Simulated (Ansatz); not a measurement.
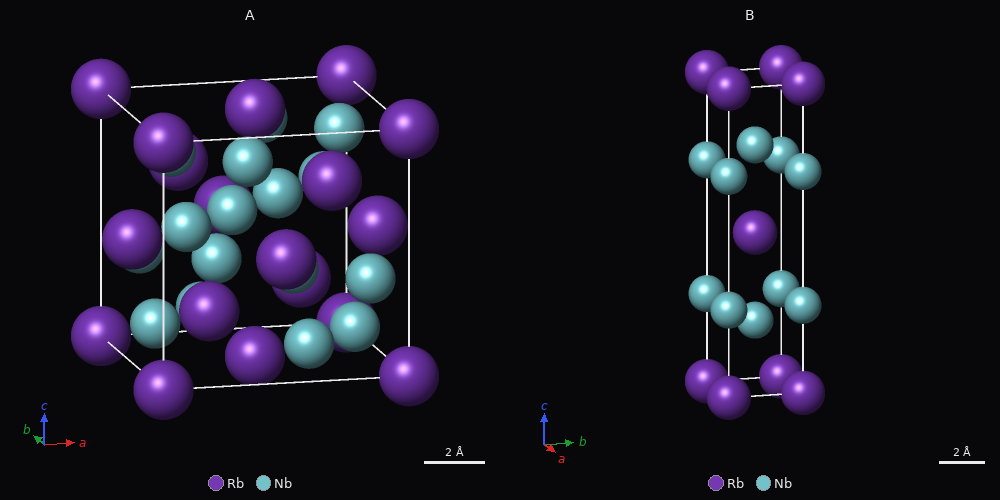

Two structures of RbNb2, each relaxed to rest (conventional cells in solid outline, small ones repeated, not to one scale). Method: DFT PBE, scalar-relativistic, plane waves, PAW (Ansatz 0.2.0), without spin polarisation.

State the structure in each panel.

Answer. A: cubic Laves phase (C15, MgCu₂ type), Fd-3m. B: 6 atoms a cell on a body-centred tetragonal lattice, I4/mmm.

Which is the more stable form at this level of theory?

Answer. B is lower, by 534 meV/atom at this level of theory (energies at zero smearing). Volumes: A 25.4, B 29.4 Å³/atom.

One or both may be structure types tried for this composition rather than known phases.
